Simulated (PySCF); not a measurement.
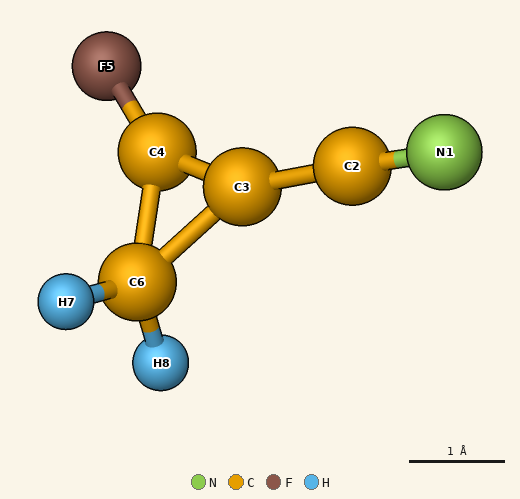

C4H2FN, before the relaxation. A ball-and-stick model, seen at a tilt.

The start comes from GFN2-xTB. Its atoms were then displaced at random by about 0.01 Å.

All numbers below come from PBE0-D3(BJ)/def2-SVP geometry optimisation, gas phase (PySCF 2.14.0, density-fitted response routines).

```xyz
8

N     2.8274    0.8991   -0.2068
C     1.6913    0.6377   -0.1258
C     0.3525    0.2816   -0.0292
C    -0.8652    0.5534    0.1148
F    -1.8492    1.4318    0.2591
C    -0.6244   -0.8884   -0.0051
H    -0.6554   -1.5291    0.8757
H    -0.8221   -1.4052   -0.9352
```

Q: What does the optimiser find from here?

A: After 6 geometry steps the energy has fallen by 12.1 kJ/mol. The largest move after the best rigid fit is that of C4, 0.034 Å. By element the largest moves are C 0.034 Å, H 0.026 Å, N 0.022 Å, F 0.019 Å. Among the contacts that change: C3–C4 1.256 → 1.297 Å, C4–F5 1.327 → 1.293 Å, C3–C6 1.524 → 1.551 Å, C6–H8 1.082 → 1.101 Å. Among the angles between lasting bonds that change: C3–C4–F5 151.0° → 147.9°, F5–C4–C6 141.4° → 144.0°.

The structure at the end:

```xyz
8

N     2.8419    0.9152   -0.2109
C     1.7162    0.6432   -0.1246
C     0.3687    0.2950   -0.0219
C    -0.8978    0.5425    0.1124
F    -1.8318    1.4248    0.2593
C    -0.6316   -0.8907   -0.0052
H    -0.6701   -1.5329    0.8881
H    -0.8404   -1.4162   -0.9497
```
